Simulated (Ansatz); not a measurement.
# What Cu → Zn does to Cu

Base system: Cu in the fcc (Cu type) structure (space group Fm-3m, No. 225; a = 3.5768 Å).

One thing is altered: full substitution Cu → Zn; the structure is relaxed again.

Level of theory: r2SCAN (Ansatz, an electronic-structure program; PAW; 500 eV plane waves; spin-orbit coupling left out). Γ-centred 21×21×21 mesh, Fermi–Dirac width 0.05 eV, for the changed cell.

```tsv
quantity	base	changed	shift
volume per atom	11.44 Å³	14.30 Å³	+2.86 Å³
space group	Fm-3m (No. 225)	Fm-3m (No. 225)	–
shortest interatomic distance	2.529 Å	2.724 Å	+0.195 Å
band gap	zero	zero	–
```

Final structure:

```
CELL_PARAMETERS angstrom
      0.00000     1.92628     1.92628
      1.92628     0.00000     1.92628
      1.92628     1.92628     0.00000
ATOMIC_POSITIONS crystal
  Zn 0.00000 0.00000 0.00000
```

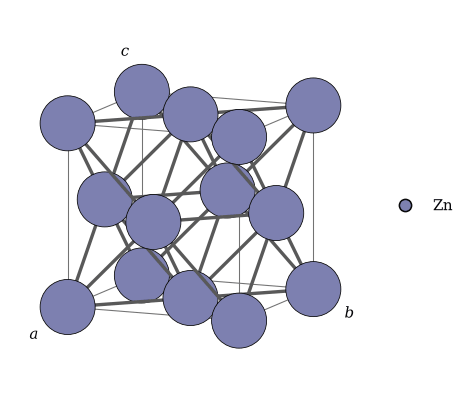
*The relaxed conventional cell after the change*

Whether these cells are dynamically stable was not tested. For Zn in this form, whether it has been made was not checked. All final runs are without spin polarisation. This is not the structure that Zn has at room temperature and ambient pressure.
